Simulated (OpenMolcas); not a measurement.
**doublet [SF2]+: levels of theory compared**

We compute a comparison of 5 runs (UHF/3-21G, UHF/def2-TZVP, UB3LYP/6-31G*, UBLYP/def2-TZVP, UPBE/def2-TZVP) of doublet [SF2]+. 

The results are computed with OpenMolcas 26.06.

**1. The structure to begin with**

[SF2]+: 3 atoms, total charge +1, spin state doublet. SMILES of the parent species: `FSF`. Geometry: relaxed at PBE0-D4/def2-TZVP. That shape belongs to the parent species and isn't relaxed for this state.

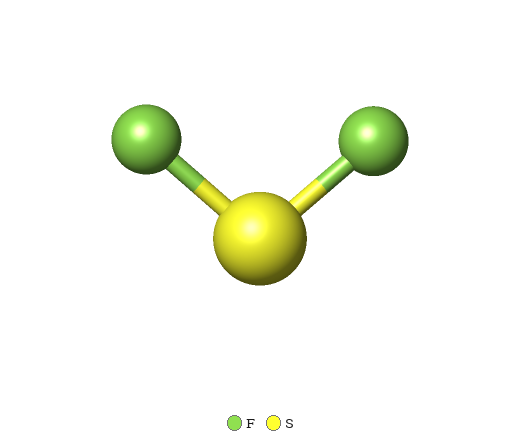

The structure, seen from a chosen angle (fluorine green, sulfur yellow).

**2. A single-point energy at UHF/3-21G (run 1)**

Input file struct.xyz:

```xyz
3

F      0.440140     1.116450     0.365400
S     -0.601990     0.126530    -0.315250
F      0.161840    -1.242970    -0.050150
```

Input file run.inp:

```
&GATEWAY
  BASLIB = $CurrDir
  COORD = struct.xyz
  BASIS = 3-21G
  GROUP = NoSym

&SEWARD

&SCF
  UHF
  CHARGE = 1
  SPIN = 2
  THRESHOLDS = 1e-10 1e-07 1e-07 1e-05
  PRORBITALS = 1 1
```

The basis set 3-21G is read from a file made from the Basis Set Exchange's data (not shown).

Run with:

```console
$ export MOLCAS_MEM=1860
$ pymolcas run.inp > run.log
```

Output:

```text
--- Start Module: gateway ---
[...]
--- Stop Module: gateway /rc=_RC_ALL_IS_WELL_ ---
--- Start Module: seward ---
[...]
      Basis functions           31
--- Stop Module: seward /rc=_RC_ALL_IS_WELL_ ---
--- Start Module: scf ---
[...]
       Convergence after  19 Iterations
[...]
::    Total SCF energy                               -592.9073281451
[...]
      Total spin, S                                     0.5037288142
[...]
      Total electronic charge=   33.000000
      Total            charge=    1.000000
[...]
      Dipole Moment (debye):
      Origin of the operator (angstrom)=   -0.1116    0.0235   -0.0585
                   X= -3.0472E+00               Y=  6.4046E-01               Z= -1.5958E+00           Total=  3.4989E+00
      Center of Charge (angstrom)
[...]
--- Stop Module: scf /rc=_RC_ALL_IS_WELL_ ---
[...]
```

It took 2 s on 1 thread of Arm Neoverse V1, shared host; peak memory 0.37 GiB.

**3. A single-point energy at UHF/def2-TZVP (run 2)**

Input file coord.xyz:

```xyz
3

F      0.440140     1.116450     0.365400
S     -0.601990     0.126530    -0.315250
F      0.161840    -1.242970    -0.050150
```

Input file test.inp:

```
&GATEWAY
BASLIB=$CurrDir
COORD=coord.xyz
BASIS=def2-TZVP
GROUP=NoSym
&SEWARD
&SCF
UHF
CHARGE=1
SPIN=2
THRESHOLDS=1e-10 1e-07 1e-07 1e-05
PRORBITALS=1 1
```

The basis set def2-TZVP is read from a file made from the Basis Set Exchange's data (not shown).

Run with:

```console
$ export MOLCAS_MEM=1860
$ pymolcas test.inp > test.log
```

Output:

```text
--- Start Module: gateway ---
[...]
--- Stop Module: gateway /rc=_RC_ALL_IS_WELL_ ---
--- Start Module: seward ---
[...]
      Basis functions           99
--- Stop Module: seward /rc=_RC_ALL_IS_WELL_ ---
[...]
--- Start Module: scf ---
[...]
       Convergence after  22 Iterations
[...]
::    Total SCF energy                               -596.0972179421
[...]
      Total spin, S                                     0.5120858725
[...]
      Total electronic charge=   33.000000
      Total            charge=    1.000000
[...]
      Dipole Moment (debye):
      Origin of the operator (angstrom)=   -0.1116    0.0235   -0.0585
                   X= -2.7421E+00               Y=  5.7631E-01               Z= -1.4360E+00           Total=  3.1485E+00
      Center of Charge (angstrom)
[...]
--- Stop Module: scf /rc=_RC_ALL_IS_WELL_ ---
[...]
```

Run time: 13 s. Hardware: 1 thread of Arm Neoverse V1, shared host; peak memory 0.55 GiB.

Runs 3 to 4 aren't shown in full; the table further down has their settings and results.

**4. A single-point energy at UPBE/def2-TZVP (run 5)**

Input file test.inp:

```
* F2S Kohn-Sham DFT
>>> EXPORT MOLCAS_PRINT=2

&GATEWAY
 BasLib=$CurrDir
 BasisSet
 F.def2-TZVP....
 F1 0.440140 1.116450 0.365400 angstrom
 F3 0.161840 -1.242970 -0.050150 angstrom
 End of Basis
 BasisSet
 S.def2-TZVP....
 S2 -0.601990 0.126530 -0.315250 angstrom
 End of Basis

&SEWARD
 GridInput
 Grid=UltraFine
 End of Grid

&SCF
 UHF
 Charge=1
 Spin=2
 KSDFT=PBE
 Thresholds=1e-10 1e-07 1e-07 1e-05
 PrOrbitals=1 1
```

The basis set def2-TZVP is read from a file made from the Basis Set Exchange's data (not shown).

Run with:

```console
$ export MOLCAS_MEM=1860
$ pymolcas test.inp > test.log
```

Output:

```text
--- Start Module: gateway ---
[...]
--- Stop Module: gateway /rc=_RC_ALL_IS_WELL_ ---
--- Start Module: seward ---
[...]
      Basis functions           99
--- Stop Module: seward /rc=_RC_ALL_IS_WELL_ ---
[...]
--- Start Module: scf ---
[...]
       Convergence after  19 Iterations
[...]
::    Total KS-DFT energy                            -597.2194122850
[...]
      Total spin, S                                     0.5015635744
[...]
      Total electronic charge=   33.000000
      Total            charge=    1.000000
[...]
      Dipole Moment (debye):
      Origin of the operator (angstrom)=   -0.1116    0.0235   -0.0585
                   X= -2.0276E+00               Y=  4.2615E-01               Z= -1.0618E+00           Total=  2.3281E+00
      Center of Charge (angstrom)
[...]
--- Stop Module: scf /rc=_RC_ALL_IS_WELL_ ---
[...]
```

It took 30 s on 1 thread of Arm Neoverse V1, shared host; peak memory 0.55 GiB.

**5. Overview of the runs**

```tsv
run	level	Cartesian functions	integration grid	energy (Eh)	HOMO energy (eV)	LUMO energy (eV)	⟨S²⟩	wall time
1	UHF/3-21G	no	–	-592.907328	-22.18	-9.29	0.757	2 s
2	UHF/def2-TZVP	no	–	-596.097218	-22.08	-8.49	0.774	13 s
3	UB3LYP/6-31G* (Cartesian functions)	yes	UltraFine	-597.430742	-16.86	-13.30	0.753	13 s
4	UBLYP/def2-TZVP	no	UltraFine	-597.567949	-15.42	-13.97	0.753	32 s
5	UPBE/def2-TZVP	no	UltraFine	-597.219412	-15.54	-13.99	0.753	30 s
```

**6. Results**

| quantity | value |
| --- | --- |
| run 5: total energy | -597.21941 Eh |
| run 5: HOMO energy (highest over α and β) | -15.54 eV |
| run 5: LUMO energy (lowest over α and β) | -13.99 eV |
| run 5: ⟨S²⟩ | 0.753 |

Totals of different functionals can't be ranked against each other. All runs together took 90 s, the longest 32 s.
